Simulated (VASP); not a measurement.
Here is the system:

```xyz
2
Lattice="0.0000 2.5660 2.5660 2.5660 0.0000 2.5660 2.5660 2.5660 0.0000" Properties=species:S:1:pos:R:3 pbc="T T T"
Na     2.5660     2.5660     5.1320
H      1.2830     1.2830     1.2830
```

Level of theory: PBEsol GGA, VASP's PBE PAW potentials (set 64) (plane waves; VASP). Numerical set-up: 400 eV cut-off, 10×10×10 Γ-centred mesh, tetrahedra with Blöchl corrections, potentials Na_pv H.

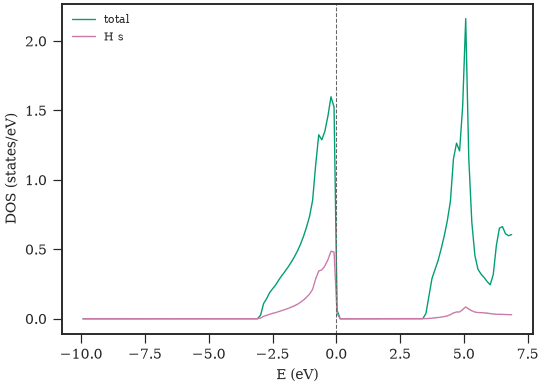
*Total and projected density of states, zero at the valence-band maximum*

Within 2 eV below the valence-band maximum the largest weight inside VASP's projection spheres is H s.

It has a band gap.

The structure was generated: NaH was put into the zinc blende type (F-43m), which need not be its known phase. It was relaxed first, which changed the volume by +44 %.
